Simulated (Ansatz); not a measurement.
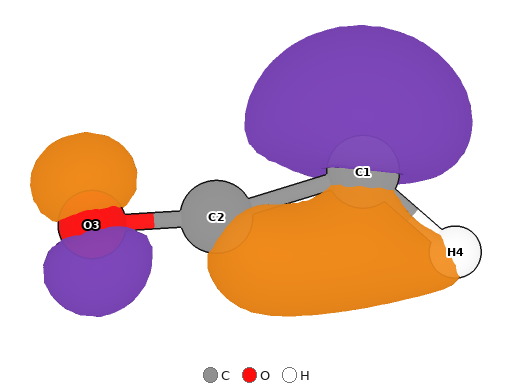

The picture shows: C2HO (charge +1). One frontier orbital at ±0.2 Å⁻³ᐟ² (orange and purple are the two phases), seen across its widest extent.

Geometry: PBE0-D4/def2-TZVP.

All numbers below come from Ansatz, RKS PBE0-D4/def2-TZVPP.

```xyz
4

C     0.7724   -0.1680    0.2926
C    -0.4048    0.3690   -0.2176
O    -1.2169    1.0285   -0.6357
H     0.8493   -1.2296    0.5608
```

> Which orbital is it: HOMO or LUMO?

The HOMO, at −16.38 eV. It lies mainly on C1 (about 65 %), C2 (about 15 %) and O3 (about 15 %); it is symmetric in the molecular plane (an in-plane orbital: σ, lone-pair or in-plane π type).
